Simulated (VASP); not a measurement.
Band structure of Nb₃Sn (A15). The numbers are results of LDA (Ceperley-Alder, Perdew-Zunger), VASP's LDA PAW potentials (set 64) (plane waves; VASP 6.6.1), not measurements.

Unless said otherwise, spin-orbit coupling is left out, though it shifts the bands of the heavy elements here.

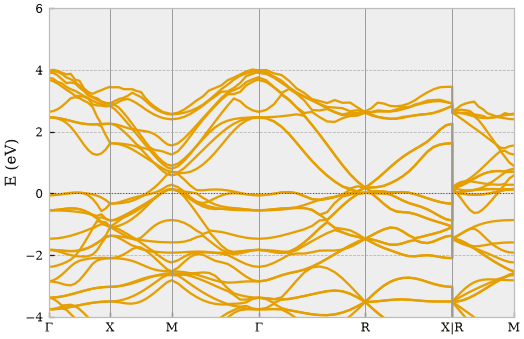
*Bands along high-symmetry lines, zero at the valence-band maximum or, without a gap, the Fermi level*

Question: Read the plot: is there a gap, and where are the band edges?

Answer: It has no gap at this level: it comes out as a metal or semimetal. (Edges off the drawn lines would not show.)

The compound is Nb3Sn in the A15 structure. It was relaxed first.
